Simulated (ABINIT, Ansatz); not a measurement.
# Al3Os (Pm-3m): zone-centre phonons, part 2 of 2

Aim: the zone-centre modes of Al3Os (Pm-3m).

ABINIT 10.8.3; DFT PBEsol, scalar-relativistic, plane waves, PseudoDojo norm-conserving pseudopotentials.

So far. Step 4 (Zone-centre response): The acoustic modes at Γ come out as far as 3.0 cm⁻¹ from zero, where they should vanish, a small numerical error. The relaxed cell has a = 3.844 Å (conventional setting).

The structure was built from a prototype and need not be the compound's stable phase.

**5. Modes with the sum rule**

anaddb reads the merged derivatives and imposes the acoustic sum rule.

Contents of anaddb.abi:

```
ddb_filepath "gamma_DDB"
output_file "anaddb.abo"
outdata_prefix "anaddb"
asr 1
chneut 1
enunit 2
eivec 1
nph1l 1
qph1l 0.0 0.0 0.0 1.0
```

Contents of mrgddb.in:

```
gamma_DDB
merged
2
dfpt_gammao_DDB
gso_DDB
```

Launch:

```bash
mrgddb < mrgddb.in > mrgddb.log
OMP_NUM_THREADS=1 anaddb anaddb.abi > anaddb.log
```

anaddb.abo, the main output file:

```text
-outvars_anaddb: echo values of input variables ----------------------

 Miscellaneous information :
      enunit         2
       eivec         1
         asr         1
 First list of wavevector (reduced coord.) :
       nph1l         1
       qph1l
                     0.00000000E+00  0.00000000E+00  0.00000000E+00    1.000E+00

================================================================================

 read the DDB information and perform some checks

  ==== Info on the Cryst% object ====
 Real(R)+Recip(G) space primitive vectors, cartesian coordinates (Bohr,Bohr^-1):
 R(1)=  7.2635427  0.0000000  0.0000000  G(1)=  0.1376739  0.0000000  0.0000000
 R(2)=  0.0000000  7.2635427  0.0000000  G(2)=  0.0000000  0.1376739  0.0000000
 R(3)=  0.0000000  0.0000000  7.2635427  G(3)=  0.0000000  0.0000000  0.1376739
 Unit cell volume ucvol=  3.8321763E+02 bohr^3
 Angles (23,13,12)=  9.00000000E+01  9.00000000E+01  9.00000000E+01 degrees
 Time-reversal symmetry is present
 Reduced atomic positions [iatom, xred, symbol]:
    1)    0.0000000  0.0000000  0.0000000  Os
    2)    0.0000000  0.5000000  0.5000000  Al
    3)    0.5000000  0.0000000  0.5000000  Al
    4)    0.5000000  0.5000000  0.0000000  Al

 DDB file with 3 blocks has been read.

================================================================================

 Treat the first list of vectors

  Phonon wavevector (reduced coordinates) :  0.00000  0.00000  0.00000
 Phonon energies in Hartree :
   0.000000E+00  0.000000E+00  0.000000E+00  7.025247E-04  7.025247E-04
   7.025247E-04  1.139047E-03  1.139047E-03  1.139047E-03  1.720682E-03
   1.720682E-03  1.720682E-03
 Phonon energies in meV     :
-  0.000000E+00  0.000000E+00  0.000000E+00  1.911667E+01  1.911667E+01
-  1.911667E+01  3.099504E+01  3.099504E+01  3.099504E+01  4.682216E+01
-  4.682216E+01  4.682216E+01
 Phonon frequencies in cm-1    :
-  0.000000E+00  0.000000E+00  0.000000E+00  1.541863E+02  1.541863E+02
-  1.541863E+02  2.499919E+02  2.499919E+02  2.499919E+02  3.776461E+02
-  3.776461E+02  3.776461E+02
 Phonon frequencies in Thz     :
-  0.000000E+00  0.000000E+00  0.000000E+00  4.622390E+00  4.622390E+00
-  4.622390E+00  7.494568E+00  7.494568E+00  7.494568E+00  1.132155E+01
-  1.132155E+01  1.132155E+01
 Phonon energies in Kelvin  :
-  0.000000E+00  0.000000E+00  0.000000E+00  2.218398E+02  2.218398E+02
-  2.218398E+02  3.596825E+02  3.596825E+02  3.596825E+02  5.433485E+02
-  5.433485E+02  5.433485E+02

 Eigendisplacements
 (will be given, for each mode : in cartesian coordinates
   for each atom the real part of the displacement vector,
   then the imaginary part of the displacement vector - absolute values smaller than 1.0d-7 are set to zero)
  Mode number    1   Energy    0.000000E+00
 Attention : low frequency mode.
   (Could be unstable or acoustic mode)
-  1  0.00000000E+00  0.00000000E+00 -1.42239256E-03
-     0.00000000E+00  0.00000000E+00  0.00000000E+00
-  2  0.00000000E+00  0.00000000E+00 -1.42239240E-03
-     0.00000000E+00  0.00000000E+00  0.00000000E+00
-  3  0.00000000E+00  0.00000000E+00 -1.42239240E-03
-     0.00000000E+00  0.00000000E+00  0.00000000E+00
-  4  0.00000000E+00  0.00000000E+00 -1.42239231E-03
-     0.00000000E+00  0.00000000E+00  0.00000000E+00
  Mode number    2   Energy    0.000000E+00
 Attention : low frequency mode.
   (Could be unstable or acoustic mode)
-  1  0.00000000E+00 -1.42239256E-03  0.00000000E+00
-     0.00000000E+00  0.00000000E+00  0.00000000E+00
-  2  0.00000000E+00 -1.42239240E-03  0.00000000E+00
-     0.00000000E+00  0.00000000E+00  0.00000000E+00
-  3  0.00000000E+00 -1.42239231E-03  0.00000000E+00
-     0.00000000E+00  0.00000000E+00  0.00000000E+00
-  4  0.00000000E+00 -1.42239240E-03  0.00000000E+00
-     0.00000000E+00  0.00000000E+00  0.00000000E+00
  Mode number    3   Energy    0.000000E+00
 Attention : low frequency mode.
   (Could be unstable or acoustic mode)
-  1  1.42239256E-03  0.00000000E+00  0.00000000E+00
-     0.00000000E+00  0.00000000E+00  0.00000000E+00
-  2  1.42239231E-03  0.00000000E+00  0.00000000E+00
-     0.00000000E+00  0.00000000E+00  0.00000000E+00
-  3  1.42239240E-03  0.00000000E+00  0.00000000E+00
-     0.00000000E+00  0.00000000E+00  0.00000000E+00
-  4  1.42239240E-03  0.00000000E+00  0.00000000E+00
-     0.00000000E+00  0.00000000E+00  0.00000000E+00
  Mode number    4   Energy    7.025247E-04
-  1  0.00000000E+00  0.00000000E+00  9.25683095E-04
-     0.00000000E+00  0.00000000E+00  0.00000000E+00
-  2  0.00000000E+00  0.00000000E+00 -2.04753240E-03
-     0.00000000E+00  0.00000000E+00  0.00000000E+00
-  3  0.00000000E+00  0.00000000E+00 -2.04753240E-03
-     0.00000000E+00  0.00000000E+00  0.00000000E+00
-  4  0.00000000E+00  0.00000000E+00 -2.43032091E-03
-     0.00000000E+00  0.00000000E+00  0.00000000E+00
  Mode number    5   Energy    7.025247E-04
-  1  0.00000000E+00  9.25683095E-04  0.00000000E+00
-     0.00000000E+00  0.00000000E+00  0.00000000E+00
-  2  0.00000000E+00 -2.04753240E-03  0.00000000E+00
-     0.00000000E+00  0.00000000E+00  0.00000000E+00
-  3  0.00000000E+00 -2.43032091E-03  0.00000000E+00
-     0.00000000E+00  0.00000000E+00  0.00000000E+00
-  4  0.00000000E+00 -2.04753240E-03  0.00000000E+00
-     0.00000000E+00  0.00000000E+00  0.00000000E+00
  Mode number    6   Energy    7.025247E-04
-  1  9.25683095E-04  0.00000000E+00  0.00000000E+00
-     0.00000000E+00  0.00000000E+00  0.00000000E+00
-  2 -2.43032091E-03  0.00000000E+00  0.00000000E+00
-     0.00000000E+00  0.00000000E+00  0.00000000E+00
-  3 -2.04753240E-03  0.00000000E+00  0.00000000E+00
-     0.00000000E+00  0.00000000E+00  0.00000000E+00
-  4 -2.04753240E-03  0.00000000E+00  0.00000000E+00
-     0.00000000E+00  0.00000000E+00  0.00000000E+00
  Mode number    7   Energy    1.139047E-03
-  1  0.00000000E+00  0.00000000E+00  0.00000000E+00
-     0.00000000E+00  0.00000000E+00  0.00000000E+00
-  2  0.00000000E+00  0.00000000E+00 -3.18839113E-03
-     0.00000000E+00  0.00000000E+00  0.00000000E+00
-  3  0.00000000E+00  0.00000000E+00  3.18839113E-03
-     0.00000000E+00  0.00000000E+00  0.00000000E+00
-  4  0.00000000E+00  0.00000000E+00  0.00000000E+00
-     0.00000000E+00  0.00000000E+00  0.00000000E+00
  Mode number    8   Energy    1.139047E-03
-  1  0.00000000E+00  0.00000000E+00  0.00000000E+00
-     0.00000000E+00  0.00000000E+00  0.00000000E+00
-  2  0.00000000E+00  3.18839113E-03  0.00000000E+00
-     0.00000000E+00  0.00000000E+00  0.00000000E+00
-  3  0.00000000E+00  0.00000000E+00  0.00000000E+00
-     0.00000000E+00  0.00000000E+00  0.00000000E+00
-  4  0.00000000E+00 -3.18839113E-03  0.00000000E+00
-     0.00000000E+00  0.00000000E+00  0.00000000E+00
  Mode number    9   Energy    1.139047E-03
-  1  0.00000000E+00  0.00000000E+00  0.00000000E+00
-     0.00000000E+00  0.00000000E+00  0.00000000E+00
-  2  0.00000000E+00  0.00000000E+00  0.00000000E+00
-     0.00000000E+00  0.00000000E+00  0.00000000E+00
-  3  3.18839113E-03  0.00000000E+00  0.00000000E+00
-     0.00000000E+00  0.00000000E+00  0.00000000E+00
-  4 -3.18839113E-03  0.00000000E+00  0.00000000E+00
-     0.00000000E+00  0.00000000E+00  0.00000000E+00
  Mode number   10   Energy    1.720682E-03
-  1  0.00000000E+00  0.00000000E+00  6.43183596E-05
-     0.00000000E+00  0.00000000E+00  0.00000000E+00
-  2  0.00000000E+00  0.00000000E+00 -1.98752332E-03
-     0.00000000E+00  0.00000000E+00  0.00000000E+00
-  3  0.00000000E+00  0.00000000E+00 -1.98752332E-03
-     0.00000000E+00  0.00000000E+00  0.00000000E+00
-  4  0.00000000E+00  0.00000000E+00  3.52164967E-03
-     0.00000000E+00  0.00000000E+00  0.00000000E+00
  Mode number   11   Energy    1.720682E-03
-  1  0.00000000E+00  6.43183596E-05  0.00000000E+00
-     0.00000000E+00  0.00000000E+00  0.00000000E+00
-  2  0.00000000E+00 -1.98752332E-03  0.00000000E+00
-     0.00000000E+00  0.00000000E+00  0.00000000E+00
-  3  0.00000000E+00  3.52164967E-03  0.00000000E+00
-     0.00000000E+00  0.00000000E+00  0.00000000E+00
-  4  0.00000000E+00 -1.98752332E-03  0.00000000E+00
-     0.00000000E+00  0.00000000E+00  0.00000000E+00
  Mode number   12   Energy    1.720682E-03
-  1  6.43183596E-05  0.00000000E+00  0.00000000E+00
-     0.00000000E+00  0.00000000E+00  0.00000000E+00
-  2  3.52164967E-03  0.00000000E+00  0.00000000E+00
-     0.00000000E+00  0.00000000E+00  0.00000000E+00
-  3 -1.98752332E-03  0.00000000E+00  0.00000000E+00
-     0.00000000E+00  0.00000000E+00  0.00000000E+00
-  4 -1.98752332E-03  0.00000000E+00  0.00000000E+00
-     0.00000000E+00  0.00000000E+00  0.00000000E+00

 Analysis of degeneracies and characters (maximum tolerance=1.00E-06 a.u.)
 For each vibration mode, or group of modes if degenerate,
 the characters are given for each symmetry operation (see the list in the log file).
 Symmetry characters of vibration mode #   1
       degenerate with vibration modes #   2 to    3
  3.0 -3.0 -1.0  1.0 -1.0  1.0 -1.0  1.0  1.0 -1.0 -1.0  1.0  1.0 -1.0 -1.0  1.0
 -0.0  0.0  0.0 -0.0  0.0 -0.0 -0.0  0.0  1.0 -1.0 -1.0  1.0 -1.0  1.0  1.0 -1.0
 -0.0  0.0  0.0 -0.0 -0.0  0.0  0.0 -0.0  1.0 -1.0  1.0 -1.0 -1.0  1.0 -1.0  1.0
 Symmetry characters of vibration mode #   4
       degenerate with vibration modes #   5 to    6
  3.0 -3.0 -1.0  1.0 -1.0  1.0 -1.0  1.0  1.0 -1.0 -1.0  1.0  1.0 -1.0 -1.0  1.0
  0.0 -0.0  0.0 -0.0 -0.0  0.0 -0.0  0.0  1.0 -1.0 -1.0  1.0 -1.0  1.0  1.0 -1.0
  0.0 -0.0 -0.0  0.0 -0.0  0.0  0.0 -0.0  1.0 -1.0  1.0 -1.0 -1.0  1.0 -1.0  1.0
 Symmetry characters of vibration mode #   7
       degenerate with vibration modes #   8 to    9
  3.0 -3.0 -1.0  1.0 -1.0  1.0 -1.0  1.0 -1.0  1.0  1.0 -1.0 -1.0  1.0  1.0 -1.0
 -0.0  0.0  0.0 -0.0 -0.0  0.0 -0.0  0.0 -1.0  1.0  1.0 -1.0  1.0 -1.0 -1.0  1.0
 -0.0  0.0 -0.0  0.0 -0.0  0.0  0.0 -0.0 -1.0  1.0 -1.0  1.0  1.0 -1.0  1.0 -1.0
 Symmetry characters of vibration mode #  10
       degenerate with vibration modes #  11 to   12
  3.0 -3.0 -1.0  1.0 -1.0  1.0 -1.0  1.0  1.0 -1.0 -1.0  1.0  1.0 -1.0 -1.0  1.0
  0.0 -0.0 -0.0  0.0  0.0 -0.0 -0.0  0.0  1.0 -1.0 -1.0  1.0 -1.0  1.0  1.0 -1.0
  0.0 -0.0  0.0 -0.0 -0.0  0.0 -0.0  0.0  1.0 -1.0  1.0 -1.0 -1.0  1.0 -1.0  1.0
-
```

Elapsed: 0.63 s, on 1 thread of AMD EPYC 9R45, shared host.

No LO-TO term; unit eigenvectors of the mass-weighted matrix, from anaddb's displacements. Modes at Γ, with each element's share of the kinetic energy:

| mode | frequency (cm⁻¹) | symmetry | Os % | Al % |
| --- | --- | --- | --- | --- |
| 1 | 0.0 | acoustic | 70 | 30 |
| 2 | 0.0 | acoustic | 70 | 30 |
| 3 | 0.0 | acoustic | 70 | 30 |
| 4 | 154.2 | T1u | 30 | 70 |
| 5 | 154.2 | T1u | 30 | 70 |
| 6 | 154.2 | T1u | 30 | 70 |
| 7 | 250.0 | T2u | 0 | 100 |
| 8 | 250.0 | T2u | 0 | 100 |
| 9 | 250.0 | T2u | 0 | 100 |
| 10 | 377.6 | T1u | 0 | 100 |
| 11 | 377.6 | T1u | 0 | 100 |
| 12 | 377.6 | T1u | 0 | 100 |

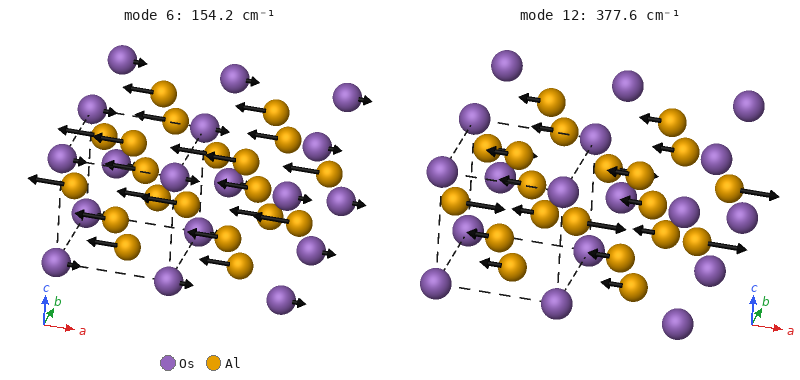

Displacement patterns of modes 6 and 12 at Γ; arrows are exaggerated. 2×2×1 cells are drawn. Some periodic images of atoms are drawn too.

The rule moves no optical mode by more than 0.1 cm⁻¹.

**6. Outcome**

```yaml
space_group_after_relaxation: Pm-3m
volume_per_atom: 14.2 Å³
highest_optical_zone_centre_mode_no_lo_to_term: 377.6 cm⁻¹
lowest_optical_zone_centre_mode: 154.2 cm⁻¹
imaginary_optical_modes_at_the_zone_centre_no_q_mesh_in_this_session: none
```

**Reading.** At the PBEsol level the optical modes of Al3Os (Pm-3m) at the zone centre run from 154 to 378 cm⁻¹. These are harmonic frequencies at zero temperature: anharmonic shifts and linewidths and thermal expansion are left out. Spin-orbit coupling is left out, which can matter for the heavy elements here. In a metal the frequencies hang on the k mesh and the smearing, most of all near Kohn anomalies. The runs are without spin polarisation, although the cell has an odd electron count or an open d or f shell, so a magnetic state was not tested. The structure is a hypothetical one, built on a prototype.

[Host names and launcher messages were left out of these logs when they were recorded.]

[Logs are printed without paths, hosts, clocks, repeated set-up lines and the standing remarks that a program may print on its own settings, such as how far it seeks lower states.]

[Hosts, paths, dates, database ids (printed as entryN), source tags and the programs' standing remarks are cut or masked in the printed files.]
